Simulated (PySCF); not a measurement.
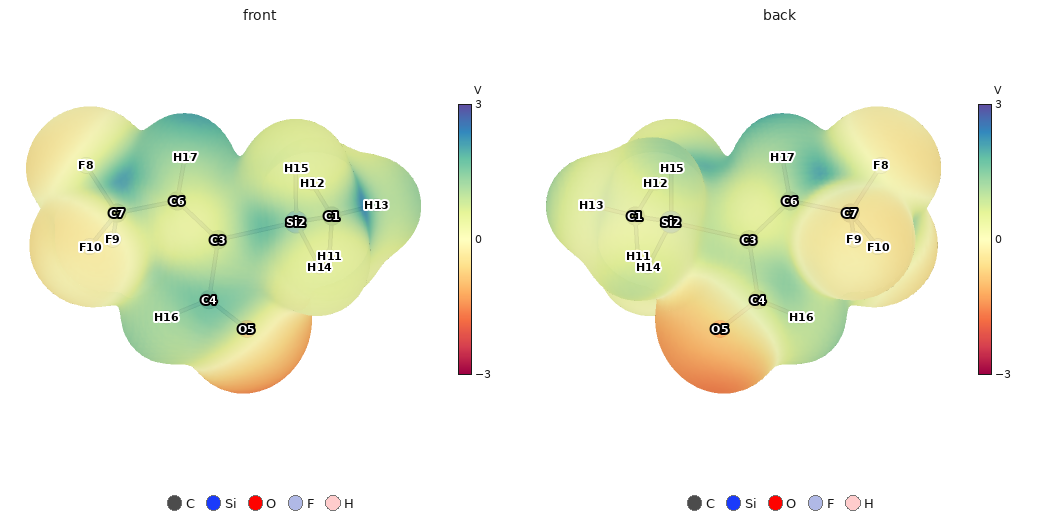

C₅H₇F₃OSi (SMILES C[SiH2]/C(C=O)=C/C(F)(F)F). The electrostatic potential painted on the density surface at 0.004 e/bohr³, seen from the front and from behind; the colour scale runs from red (negative) to blue (positive).

Geometry: GFN2-xTB.

Computed with PBE0/pcSseg-1, SCF density, gas phase, non-relativistic in PySCF.

```
atom    x (Å)    y (Å)    z (Å)
   C  -2.6067  -0.2573  -0.4275
  Si  -1.4358  -0.1727   1.0601
   C   0.3119   0.1935   0.3765
   C   0.5000   1.6046   0.0190
   O  -0.4364   2.3275  -0.2054
   C   1.2183  -0.7480   0.1287
   C   2.5330  -0.4974  -0.5503
   F   3.1843  -1.6397  -0.8076
   F   2.4053   0.1413  -1.7274
   F   3.3683   0.2550   0.1933
   H  -2.6269   0.6921  -0.9553
   H  -2.3000  -1.0251  -1.1340
   H  -3.6197  -0.4845  -0.1087
   H  -1.7668   0.8909   2.0051
   H  -1.3240  -1.4690   1.7404
   H   1.5366   1.9847  -0.0006
   H   1.0515  -1.7838   0.3837
```

Which sites attract a positive test charge, and which a negative one?

Answer. A positive charge is drawn to the negative regions and a negative charge to the positive ones. The most negative region (about −1.5 V, or −35 kcal/mol for a unit charge) lies over O5, the most positive (about +2.1 V, or +48 kcal/mol for a unit charge) over Si2, C6 and C7. O5 is the likeliest acceptor of a hydrogen bond.

How polar is the molecule by this calculation?

Answer. Its dipole moment is 2.38 D.
